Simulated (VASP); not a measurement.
# How thick must a slab of Pt(111) be?, part 4 of 7

Aim: follow surface energy, work function and relaxation of Pt(111) with the number of layers.

VASP 6.6.1; PBE; plane waves and PAW (Pt).

So far. Step 8 (Surface relaxation, layers 6): The run ended after 6 ionic steps, 0.006 eV below its first step, once the forces on the free atoms met EDIFFG = -0.01. Step 9 (The vacuum level, layers 6): The vacuum level lies 5.74 eV above the Fermi level at the upper face; both faces agree, as the slab has next to no dipole.

### Step 10. Surface relaxation, layers 7

System of this step: Pt(111). The cell holds 7 atoms: 7 Pt. Cell: a = 2.805 Å, b = 2.805 Å, c = 28.744 Å, α = 90.0°, β = 90.0°, γ = 60.0°. It derives from Pt. 7 layers of fcc Pt, cut at this functional's lattice. Vacuum lies along c.

INCAR

```
SYSTEM = Pt
PREC = Normal
ENCUT = 320
EDIFF = 1E-06
NELM = 120
ISMEAR = 1
SIGMA = 0.15
LREAL = .FALSE.
ALGO = Fast
GGA = PE
NBANDS = 43
LASPH = .TRUE.
LORBIT = 11
LWAVE = .FALSE.
LCHARG = .FALSE.
KPAR = 4
IBRION = 2
NSW = 50
ISIF = 2
EDIFFG = -0.01
POTIM = 0.4
MAXMIX = 40
```

POSCAR

```
Pt
1.0
    2.8054651031      0.0000000000      0.0000000000
    1.4027325516      2.4296040487      0.0000000000
    0.0000000000      0.0000000000     28.7439159877
Pt
7
Direct
    0.0000000000      0.0000000000      0.2609247800
    0.3333333300      0.3333333300      0.3406165200
    0.6666666700      0.6666666700      0.4203082600
    0.0000000000      0.0000000000      0.5000000000
    0.3333333300      0.3333333300      0.5796917400
    0.6666666700      0.6666666700      0.6593834800
    0.0000000000      0.0000000000      0.7390752200
```

KPOINTS

```
Automatic mesh
0
Gamma
15 15 1
0 0 0
```

Potentials, in the order of the species: Pt (PBE family, release 64).

On the command line:

```console
mpirun -np 4 vasp_std
```

Output:

```text
[banner, memory and clock lines left out]
running    4 mpi-ranks, on    1 nodes
[...]
LDA part: xc-table for (Slater+PW92), standard interpolation
 POSCAR, INCAR and KPOINTS ok, starting setup
[...]
entering main loop
       N       E                     dE             d eps       ncg     rms          rms(c)
DAV:   1     0.355700184370E+03    0.35570E+03   -0.26086E+04  2362   0.996E+02
DAV:   2    -0.260863436859E+02   -0.38179E+03   -0.36334E+03  2820   0.252E+02
DAV:   3    -0.434965176021E+02   -0.17410E+02   -0.16309E+02  2791   0.492E+01
DAV:   4    -0.441042104868E+02   -0.60769E+00   -0.59763E+00  2826   0.895E+00
[...]
RMM:  29    -0.414356528707E+02   -0.14214E-05   -0.11119E-07   961   0.148E-03    0.165E-03
RMM:  30    -0.414356540450E+02   -0.11743E-05   -0.25451E-08   519   0.993E-04    0.186E-03
RMM:  31    -0.414356546357E+02   -0.59064E-06   -0.24370E-08   544   0.109E-03
   1 F= -.41435655E+02 E0= -.41434514E+02  d E =-.414357E+02
[... from here on, the cycles between the ionic steps are left out ...]
   2 F= -.41438932E+02 E0= -.41437931E+02  d E =-.327774E-02
   3 F= -.41439455E+02 E0= -.41438515E+02  d E =-.380053E-02
   4 F= -.41439901E+02 E0= -.41439025E+02  d E =-.445753E-03
   5 F= -.41440087E+02 E0= -.41439286E+02  d E =-.631485E-03
   6 F= -.41440087E+02 E0= -.41439282E+02  d E =-.631364E-03
   7 F= -.41440105E+02 E0= -.41439309E+02  d E =-.183991E-04
 trial-energy change:   -0.000018  1 .order   -0.000017   -0.000022   -0.000013
 step:   3.2104(harm=  3.2104)  dis= 0.00161  next Energy=   -41.440112 (dE=-0.257E-04)
 reached required accuracy - stopping structural energy minimisation
```

Elapsed: 52 s, on 4 MPI ranks of AMD EPYC 9R45, shared host; peak memory 0.76 GiB; 3.4 min of CPU time.

From OUTCAR (step 10):

```text
  Total       -5.0112052     -5.0112052     -0.9067758     -0.0000000      0.0000000     -0.0000000
  in kB      -40.9794819    -40.9794819     -7.4152224     -0.0000000      0.0000000     -0.0000000
  external PRESSURE =     -29.7913954 kB  Pullay stress =       0.0000000 kB

 POSITION                                       TOTAL-FORCE (eV/Angst)
 -----------------------------------------------------------------------------------
      2.80547      0.00000      7.48885        -0.000000     -0.000000      0.007841
      1.40273      0.80987      9.80486         0.000000      0.000000      0.005346
      2.80547      1.61974     12.08862        -0.000000     -0.000000      0.002997
      0.00000      0.00000     14.37196         0.000000     -0.000000      0.000000
      1.40273      0.80987     16.65529         0.000000     -0.000000     -0.002997
      2.80547      1.61974     18.93905         0.000000     -0.000000     -0.005346
      0.00000      0.00000     21.25507        -0.000000      0.000000     -0.007841
 -----------------------------------------------------------------------------------
    total drift:                                0.000000      0.000000      0.000000

  FREE ENERGIE OF THE ION-ELECTRON SYSTEM (eV)
  ---------------------------------------------------
  free  energy   TOTEN  =       -41.4401049314 eV

  energy  without entropy=      -41.4377176395  energy(sigma->0) =      -41.43930917

[... 1 part as in an earlier step ...]

[... 3 further parts left out ...]
[key lines of the parts left out:]
E-fermi :   3.3765
```

The steps of the relaxation:

```tsv
step	energy less that of the first step (eV)	largest force (eV/Å)
1	0.0000	0.2031
2	-0.0033	0.0687
3	-0.0038	0.0802
4	-0.0042	0.0424
5	-0.0044	0.0125
6	-0.0044	0.0129
7	-0.0045	0.0078
```

The atoms that moved most (Å):

```tsv
atom	dx	dy	dz	length
Pt2	0.000	0.000	0.014	0.014
Pt6	0.000	0.000	-0.014	0.014
Pt1	0.000	0.000	-0.011	0.011
Pt7	0.000	0.000	0.011	0.011
Pt5	0.000	0.000	-0.007	0.007
Pt3	0.000	0.000	0.007	0.007
```

Final coordinates:

```
Pt
1.0
     2.80547    0.00000    0.00000
     1.40273    2.42960    0.00000
     0.00000    0.00000   28.74392
Pt
7
Direct
  0.00000 0.00000 0.26054
  0.33333 0.33333 0.34111
  0.66667 0.66667 0.42056
  0.00000 0.00000 0.50000
  0.33333 0.33333 0.57944
  0.66667 0.66667 0.65889
  0.00000 0.00000 0.73946
```

The run ended after 7 ionic steps, 0.004 eV below its first step, once the forces on the free atoms met EDIFFG = -0.01.

### Step 11. The vacuum level, layers 7

INCAR: that of step 10 with these lines changed.

```diff
@@ -16,7 +16,6 @@
 KPAR = 4
-IBRION = 2
-NSW = 50
-ISIF = 2
-EDIFFG = -0.01
-POTIM = 0.4
-MAXMIX = 40
+IDIPOL = 3
+LDIPOL = .TRUE.
+DIPOL = 0.5 0.5 0.5
+LVHAR = .TRUE.
+LVACPOTAV = .TRUE.
```

POSCAR

```
Pt
1.0
    2.8054651031      0.0000000000      0.0000000000
    1.4027325516      2.4296040487      0.0000000000
    0.0000000000      0.0000000000     28.7439159877
Pt
7
Direct
    0.0000000000      0.0000000000      0.2605368794
    0.3333333300      0.3333333300      0.3411109370
    0.6666666700      0.6666666700      0.4205628483
    0.0000000000      0.0000000000      0.5000000000
    0.3333333300      0.3333333300      0.5794371517
    0.6666666700      0.6666666700      0.6588890630
    0.0000000000      0.0000000000      0.7394631206
```

KPOINTS is that of step 10.

On the command line:

```console
mpirun -np 4 vasp_std
```

Output:

```text
[... set-up lines as in an earlier step ...]
 entering main loop
       N       E                     dE             d eps       ncg     rms          rms(c)
DAV:   1     0.355376405255E+03    0.35538E+03   -0.26083E+04  2362   0.996E+02
DAV:   2    -0.260820846673E+02   -0.38146E+03   -0.36303E+03  2828   0.252E+02
DAV:   3    -0.435069001542E+02   -0.17425E+02   -0.16325E+02  2805   0.492E+01
DAV:   4    -0.441200136636E+02   -0.61311E+00   -0.60381E+00  2799   0.896E+00
[...]
RMM:  28    -0.414401033703E+02   -0.12894E-05   -0.62609E-08   598   0.119E-03    0.152E-03
RMM:  29    -0.414401044503E+02   -0.10801E-05   -0.41138E-08   664   0.121E-03    0.156E-03
RMM:  30    -0.414401048573E+02   -0.40699E-06   -0.28482E-08   522   0.107E-03
 [... a notice as in an earlier step ...]

   1 F= -.41440105E+02 E0= -.41439309E+02  d E =-.238643E-02
```

Elapsed: 23 s, on 4 MPI ranks; peak memory 0.72 GiB.

Parts of OUTCAR (step 11):

```text
  Total       -5.0108593     -5.0108593     -0.9060645     -0.0000000      0.0000000      0.0000000
  in kB      -40.9766530    -40.9766530     -7.4094057     -0.0000000      0.0000000      0.0000000
  external PRESSURE =     -29.7875705 kB  Pullay stress =       0.0000000 kB

 POSITION                                       TOTAL-FORCE (eV/Angst)
 -----------------------------------------------------------------------------------
      0.00000      0.00000      7.48885        -0.000000     -0.000000      0.008348
      1.40273      0.80987      9.80486         0.000000     -0.000000      0.007050
      2.80547      1.61974     12.08862        -0.000000     -0.000000      0.003123
      0.00000      0.00000     14.37196         0.000000     -0.000000      0.000000
      1.40273      0.80987     16.65529         0.000000      0.000000     -0.003123
      2.80547      1.61974     18.93905         0.000000      0.000000     -0.007050
      0.00000      0.00000     21.25507        -0.000000      0.000000     -0.008348
 -----------------------------------------------------------------------------------
    total drift:                                0.000000      0.000000      0.000000

  FREE ENERGIE OF THE ION-ELECTRON SYSTEM (eV)
  ---------------------------------------------------
  free  energy   TOTEN  =       -41.4401048573 eV

  energy  without entropy=      -41.4377184314  energy(sigma->0) =      -41.43930938

[... 2 parts as in an earlier step ...]

[... 1 further part left out ...]
[key lines of the parts left out:]
E-fermi :   3.3766
```

The planar average of the electrostatic potential oscillates, so the rows of the table below give means over windows of 2.28 Å about each position, cut where the curve ends. Its maxima inside the range that stand out by 2 % of the span (Å: eV): 8.7: 0.780, 10.9: 0.319, 13.2: 0.292, 15.5: 0.292, 17.8: 0.319, 20.1: 0.780. Its minima: 7.5: -20.8, 9.8: -21.1, 12.1: -21.1, 14.4: -21.1, 16.7: -21.1, 18.9: -21.1, 21.2: -20.8.

Zero at the Fermi level. Table of planar average of the electrostatic potential by height; means over each step:

```tsv
height (Å)	planar average of the electrostatic potential (eV)
1.14	5.68
3.42	5.68
5.70	3.70
7.98	-10.1
10.26	-10.6
12.54	-10.7
14.82	-10.7
17.10	-10.7
19.38	-10.4
21.66	-9.02
23.94	5.54
26.22	5.68
28.50	5.68
```

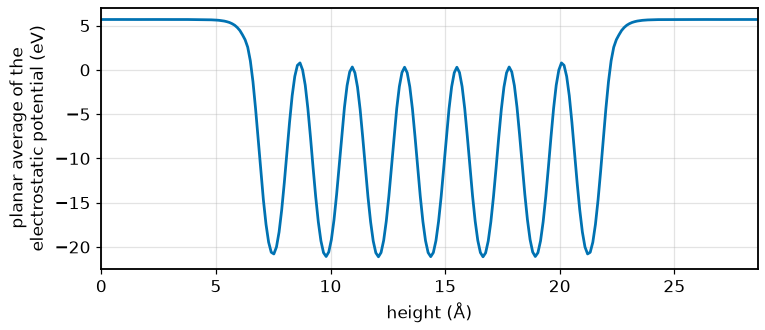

Planar average of the electrostatic potential against height.

The vacuum level lies 5.67 eV above the Fermi level at the upper face; both faces agree, as the slab has next to no dipole.

The program found no field-free point at its default tolerance, but its printed level agrees with the flat part of the planar average.

### Step 12. Surface relaxation, layers 8

System of this step: Pt(111). The cell holds 8 atoms: 8 Pt. Its edges and angles: a = 2.805 Å, b = 2.805 Å, c = 31.035 Å, α = 90.0°, β = 90.0°, γ = 60.0°. It derives from Pt. 8 layers of fcc Pt, cut at this functional's lattice. Vacuum lies along c.

INCAR

```
SYSTEM = Pt
PREC = Normal
ENCUT = 320
EDIFF = 1E-06
NELM = 120
ISMEAR = 1
SIGMA = 0.15
LREAL = .FALSE.
ALGO = Fast
GGA = PE
NBANDS = 49
LASPH = .TRUE.
LORBIT = 11
LWAVE = .FALSE.
LCHARG = .FALSE.
KPAR = 4
IBRION = 2
NSW = 50
ISIF = 2
EDIFFG = -0.01
POTIM = 0.4
MAXMIX = 40
```

POSCAR

```
Pt
1.0
    2.8054651031      0.0000000000      0.0000000000
    1.4027325516      2.4296040487      0.0000000000
    0.0000000000      0.0000000000     31.0345686523
Pt
8
Direct
    0.6666666700      0.6666666700      0.2416660000
    0.0000000000      0.0000000000      0.3154757100
    0.3333333300      0.3333333300      0.3892854300
    0.6666666700      0.6666666700      0.4630951400
    0.0000000000      0.0000000000      0.5369048600
    0.3333333300      0.3333333300      0.6107145700
    0.6666666700      0.6666666700      0.6845242900
    0.0000000000      0.0000000000      0.7583340000
```

KPOINTS is that of step 11.

On the command line:

```console
mpirun -np 4 vasp_std
```

Output:

```text
[banner, memory and clock lines left out]
running    4 mpi-ranks, on    1 nodes
[...]
LDA part: xc-table for (Slater+PW92), standard interpolation
 POSCAR, INCAR and KPOINTS ok, starting setup
[...]
entering main loop
       N       E                     dE             d eps       ncg     rms          rms(c)
DAV:   1     0.404514003540E+03    0.40451E+03   -0.29775E+04  2687   0.101E+03
DAV:   2    -0.298623480009E+02   -0.43438E+03   -0.40495E+03  3140   0.255E+02
DAV:   3    -0.498277992626E+02   -0.19965E+02   -0.18712E+02  3303   0.494E+01
DAV:   4    -0.505701420561E+02   -0.74234E+00   -0.70760E+00  3273   0.899E+00
[...]
RMM:  34    -0.475289862814E+02    0.29706E-05   -0.37461E-05  2868   0.252E-02    0.325E-02
RMM:  35    -0.475289881580E+02   -0.18766E-05   -0.14782E-05  2786   0.131E-02    0.267E-02
RMM:  36    -0.475289891360E+02   -0.97798E-06   -0.29238E-06  1713   0.615E-03
   1 F= -.47528989E+02 E0= -.47525805E+02  d E =-.475290E+02
[... from here on, the cycles between the ionic steps are left out ...]
   2 F= -.47532679E+02 E0= -.47529665E+02  d E =-.369004E-02
   3 F= -.47533218E+02 E0= -.47530287E+02  d E =-.422873E-02
   4 F= -.47533504E+02 E0= -.47530627E+02  d E =-.285903E-03
   5 F= -.47533565E+02 E0= -.47530724E+02  d E =-.347208E-03
   6 F= -.47533661E+02 E0= -.47530868E+02  d E =-.954838E-04
   7 F= -.47533680E+02 E0= -.47530910E+02  d E =-.115273E-03
[...]
reached required accuracy - stopping structural energy minimisation
```

It took 81 s on 4 MPI ranks; peak memory 0.85 GiB; 5.4 min of CPU time.

From OUTCAR (step 12):

```text
  Total       -5.1956989     -5.1956989     -0.8578752     -0.0000000     -0.0000000     -0.0000000
  in kB      -39.3521506    -39.3521506     -6.4975350     -0.0000000     -0.0000000     -0.0000000
  external PRESSURE =     -28.4006121 kB  Pullay stress =       0.0000000 kB

 POSITION                                       TOTAL-FORCE (eV/Angst)
 -----------------------------------------------------------------------------------
      2.80547      1.61974      7.48695         0.000000      0.000000      0.001543
      0.00000      0.00000      9.80372         0.000000     -0.000000      0.000949
      1.40273      0.80987     12.08603        -0.000000     -0.000000      0.000478
      2.80547      1.61974     14.37137        -0.000000     -0.000000      0.003195
      0.00000      0.00000     16.66320        -0.000000      0.000000     -0.003195
      1.40273      0.80987     18.94854        -0.000000     -0.000000     -0.000478
      2.80547      1.61974     21.23085        -0.000000     -0.000000     -0.000949
      0.00000      0.00000     23.54761         0.000000     -0.000000     -0.001543
 -----------------------------------------------------------------------------------
    total drift:                               -0.000003     -0.000002     -0.000001

  FREE ENERGIE OF THE ION-ELECTRON SYSTEM (eV)
  ---------------------------------------------------
  free  energy   TOTEN  =       -47.5336803489 eV

  energy  without entropy=      -47.5253696464  energy(sigma->0) =      -47.53091011

[... 1 part as in an earlier step ...]

[... 3 further parts left out ...]
[key lines of the parts left out:]
E-fermi :   3.9038
```

The run ended after 7 ionic steps, 0.005 eV below its first step, once the forces on the free atoms met EDIFFG = -0.01.

### Step 13. The vacuum level, layers 8

INCAR: that of step 12 with these lines changed.

```diff
@@ -16,7 +16,6 @@
 KPAR = 4
-IBRION = 2
-NSW = 50
-ISIF = 2
-EDIFFG = -0.01
-POTIM = 0.4
-MAXMIX = 40
+IDIPOL = 3
+LDIPOL = .TRUE.
+DIPOL = 0.5 0.5 0.5
+LVHAR = .TRUE.
+LVACPOTAV = .TRUE.
```

POSCAR

```
Pt
1.0
    2.8054651031      0.0000000000      0.0000000000
    1.4027325516      2.4296040487      0.0000000000
    0.0000000000      0.0000000000     31.0345686523
Pt
8
Direct
    0.6666666700      0.6666666700      0.2412456494
    0.0000000000      0.0000000000      0.3158967870
    0.3333333300      0.3333333300      0.3894375325
    0.6666666700      0.6666666700      0.4630762277
    0.0000000000      0.0000000000      0.5369237723
    0.3333333300      0.3333333300      0.6105624675
    0.6666666700      0.6666666700      0.6841032130
    0.0000000000      0.0000000000      0.7587543506
```

KPOINTS is that of step 12.

On the command line:

```console
mpirun -np 4 vasp_std
```

Output:

```text
[... set-up lines as in an earlier step ...]
 entering main loop
       N       E                     dE             d eps       ncg     rms          rms(c)
DAV:   1     0.404202137779E+03    0.40420E+03   -0.29771E+04  2687   0.101E+03
DAV:   2    -0.298415548631E+02   -0.43404E+03   -0.40465E+03  3140   0.255E+02
DAV:   3    -0.498464004811E+02   -0.20005E+02   -0.18720E+02  3270   0.494E+01
DAV:   4    -0.505848379340E+02   -0.73844E+00   -0.70606E+00  3241   0.907E+00
[...]
RMM:  28    -0.475336743349E+02   -0.17727E-05   -0.19245E-07   901   0.134E-03    0.456E-03
RMM:  29    -0.475336769731E+02   -0.26382E-05   -0.16953E-07  1305   0.156E-03    0.161E-03
RMM:  30    -0.475336778750E+02   -0.90189E-06   -0.28801E-08   376   0.823E-04
 [... a notice as in an earlier step ...]

   1 F= -.47533678E+02 E0= -.47530908E+02  d E =-.830937E-02
```

Elapsed: 28 s, on 4 MPI ranks; peak memory 0.8 GiB.

Parts of OUTCAR (step 13):

```text
  Total       -5.1954794     -5.1954794     -0.8564099     -0.0000000      0.0000000     -0.0000000
  in kB      -39.3504878    -39.3504878     -6.4864368     -0.0000000      0.0000000     -0.0000000
  external PRESSURE =     -28.3958041 kB  Pullay stress =       0.0000000 kB

 POSITION                                       TOTAL-FORCE (eV/Angst)
 -----------------------------------------------------------------------------------
      2.80547      1.61974      7.48695        -0.000000     -0.000000     -0.000278
      0.00000      0.00000      9.80372        -0.000000     -0.000000      0.001322
      1.40273      0.80987     12.08603         0.000000     -0.000000      0.003259
      2.80547      1.61974     14.37137         0.000000      0.000000      0.006126
      0.00000      0.00000     16.66320        -0.000000     -0.000000     -0.006126
      1.40273      0.80987     18.94854        -0.000000      0.000000     -0.003259
      2.80547      1.61974     21.23085         0.000000     -0.000000     -0.001322
      0.00000      0.00000     23.54761         0.000000      0.000000      0.000278
 -----------------------------------------------------------------------------------
    total drift:                               -0.000003     -0.000002     -0.000001

  FREE ENERGIE OF THE ION-ELECTRON SYSTEM (eV)
  ---------------------------------------------------
  free  energy   TOTEN  =       -47.5336778750 eV

  energy  without entropy=      -47.5253685015  energy(sigma->0) =      -47.53090808

[... 2 parts as in an earlier step ...]

[... 1 further part left out ...]
[key lines of the parts left out:]
E-fermi :   3.9037
```

The planar average of the electrostatic potential oscillates, so the rows of the table below give means over windows of 2.33 Å about each position, cut where the curve ends. Its maxima inside the range that stand out by 2 % of the span (Å: eV): 8.6: 0.830, 11.0: 0.278, 13.2: 0.246, 15.5: 0.365, 17.8: 0.246, 20.1: 0.278, 22.4: 0.830. Its minima: 7.5: -20.7, 9.8: -21.0, 12.1: -21.1, 14.4: -21.0, 16.6: -21.0, 19.0: -21.1, 21.3: -21.0, 23.5: -20.7.

Zero at the Fermi level. Planar average of the electrostatic potential against height; means over each step:

```tsv
height (Å)	planar average of the electrostatic potential (eV)
1.17	5.69
3.50	5.69
5.83	2.72
8.16	-10.2
10.48	-10.7
12.82	-10.8
15.14	-10.7
17.48	-10.8
19.80	-10.8
22.13	-10.3
24.46	-4.98
26.80	5.66
29.12	5.69
```

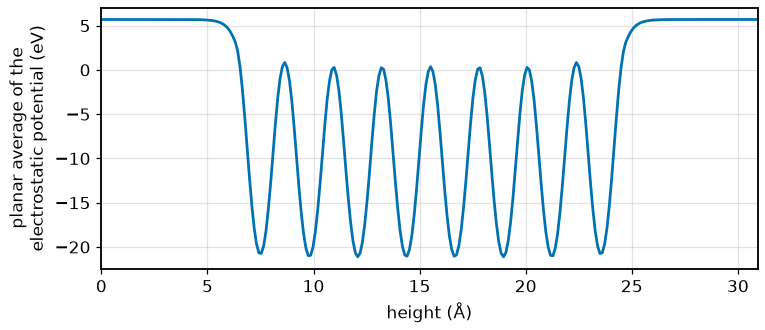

Planar average of the electrostatic potential, plotted against height.

The vacuum level lies 5.69 eV above the Fermi level at the upper face; both faces agree, as the slab has next to no dipole.

The program found no field-free point at its default tolerance, but its printed level agrees with the flat part of the planar average.

(Part 4 of 7 ends here.)

[Lines on the potential files, build, host, timing and source positions are cut from VASP's logs without a mark.]

[Logs are printed without paths, hosts, clocks, repeated set-up lines and the standing remarks that a program may print on its own settings, such as how far it seeks lower states.]

[Hosts, paths, dates, database ids (printed as entryN), source tags and the programs' standing remarks are cut or masked in the printed files.]

[Runs that stopped without an error message from VASP are left out.]
